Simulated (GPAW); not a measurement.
The Li K edge of atom 5 in BaLiF3 (Pm-3m), with 6 F at 1.99 Å (octahedral, site symmetry m-3m), was computed in 2 ways: full core hole (charged cell) and no core hole. Program and functional: GPAW, LDA, Gaussian full width 0.9 eV up to 4 eV, rising linearly to 3.5 eV at 25 eV; cells of 5 and 10 atoms (the run without a hole in the smaller).

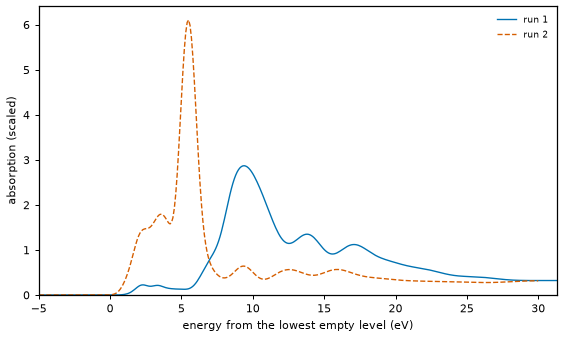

Each run is counted from its own lowest empty level or Fermi level and scaled to a mean of 1 over its first 20 eV.

Q: Which run is which?

Run 1: no core hole (area from −2 to 6 eV 0.8, main maxima 2.3 eV (0.22), 9.4 eV (2.87), 13.8 eV (1.35) and 17.1 eV (1.12)). Run 2: full core hole (charged cell) (area from −2 to 6 eV 11.8, main maxima 3.6 eV (1.79), 5.5 eV (6.11), 9.3 eV (0.64) and 15.9 eV (0.57)). With each curve scaled to its own mean, the area from −2 to 6 eV with the hole is 11.8 against 0.8, and the centre of weight from −1 to 20 eV moves by -4.5 eV: the hole pulls the absorber's empty states down.

[Hosts, paths, dates, database ids (printed as entryN), source tags and the programs' standing remarks are cut or masked in the printed files.]

[Lists of maxima count a maximum above −3 eV only where it reaches 4 % of the highest in the window and stands out from its surroundings by 2 % of it (1.5 % where it reaches 55 %); shoulders and weaker maxima are passed over, and of the rest the first, up to two pre-edge ones and the few strongest are named.]
